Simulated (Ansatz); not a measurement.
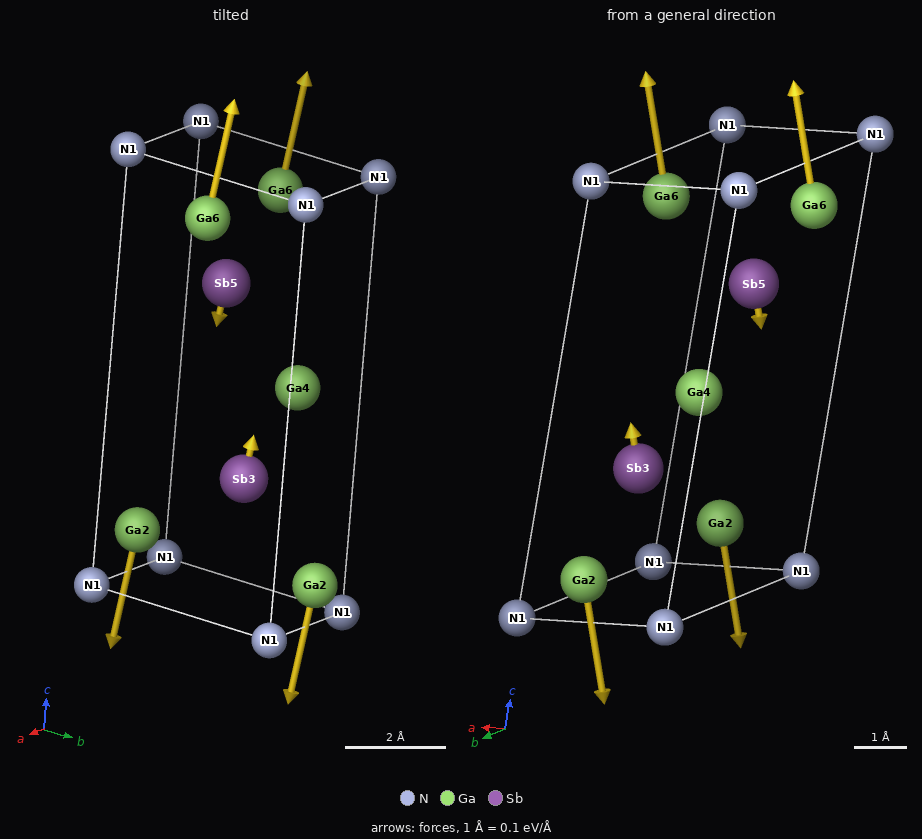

Structure drawing (spheres-only), viewed slightly off an axis and from a general direction. The cell (the run's own, in a reduced setting) is drawn as a box. The arrows are the computed forces on the atoms.

System: Ga3Sb2N. Level of theory and settings: Ansatz, DFT, PBE, plane waves, PAW, a kinetic-energy cutoff of 420 eV, k-points about 0.22 Å⁻¹ apart, Fermi-Dirac smearing of 0.02 eV, no spin polarisation.

Is the structure at a minimum of the energy?

Answer. No. The atoms still feel forces of up to about 0.21 eV/Å, far above a usual threshold of 0.01 to 0.03 eV/Å.

On which atom is the force largest?

Answer. Ga2 and Ga6, about 0.21 eV/Å.

The initial geometry was a structure type filled with these elements by a generator (whether the compound takes this form wasn't checked). Earlier steps of the study, as a rule a relaxation of our own, may have changed the cell and positions, so they can lie some per cent off the listed ones. It was run through Ansatz as a DFT input.
